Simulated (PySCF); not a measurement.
```xyz
17

Sn   -0.0066   -0.0048   -0.1253
Cl    0.0696   -0.0018    2.2495
C     2.0246   -0.2976   -0.7084
C     3.0019   -0.4054    0.1942
H     2.2602   -0.3550   -1.7785
H     2.8022   -0.3530    1.2705
H     4.0468   -0.5532   -0.1036
C    -0.7945    1.9133   -0.6216
C    -1.1131    2.8060    0.3183
H    -0.9450    2.1621   -1.6795
H    -0.9800    2.5935    1.3850
H    -1.5217    3.7909    0.0619
C    -1.3007   -1.6328   -0.6021
C    -1.8604   -2.3869    0.3466
H    -1.5055   -1.8497   -1.6581
H    -1.6814   -2.2026    1.4120
H    -2.5247   -3.2236    0.0994
```

Geometry: PBE0-D3(BJ)/def2-SVP; core potentials replace the inner electrons of Sn.

All numbers below come from PySCF 2.14.0, PBE0/def2-SVPD, SCF density, gas phase, scalar-relativistic core potentials on the heavy atoms.

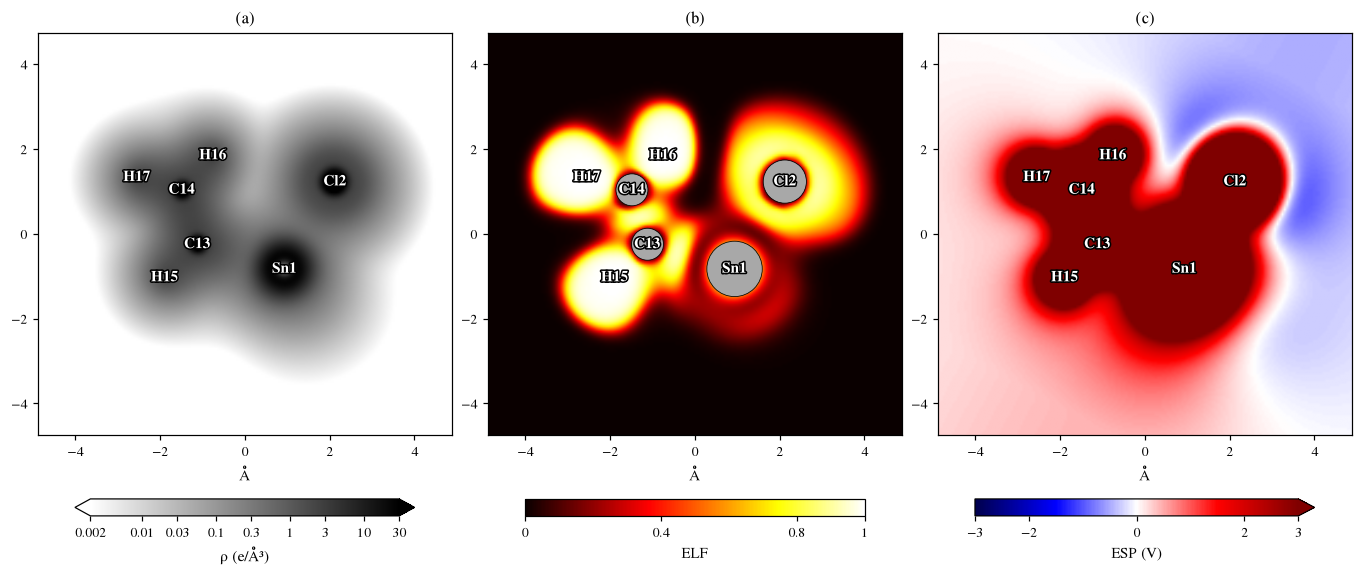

C6H9ClSn (SnCl(vinyl)3). (a) electron density; (b) ELF; (c) electrostatic potential on the plane of atoms C13, C14 and H16. Grey discs cover the atomic cores in the ELF map.

### Describe what can be read from this map.

The section cuts through Sn, Cl, C and H sites.
C–C (1.33 Å): ρ at the midpoint is about 2.3 e/Å³; the ELF peaks at about 0.90 between the atoms (a short, multiple covalent bond).
C–Sn (2.13 Å): the density is about 0.71 e/Å³ at the midpoint; the ELF peaks at about 0.90 in the valence shell of C, 0.7 Å from its nucleus, and drops to about 0.20 between the two atoms.
Sn–Cl (2.38 Å): ρ at the midpoint is about 0.52 e/Å³; the ELF peaks at about 0.85 in the valence shell of Cl, 0.8 Å from its nucleus, and drops to about 0.15 between the two atoms.
C–H (1.10 Å): the density is about 1.9 e/Å³ at the midpoint; the ELF climbs to about 1 towards the hydrogen, as it does in any bond to H (a covalent bond by its length).
The ELF also peaks beside Cl2, away from the bonds: lone-pair regions.
Outside the dense part of the molecule the potential is most negative (−0.9 V) near Cl2.
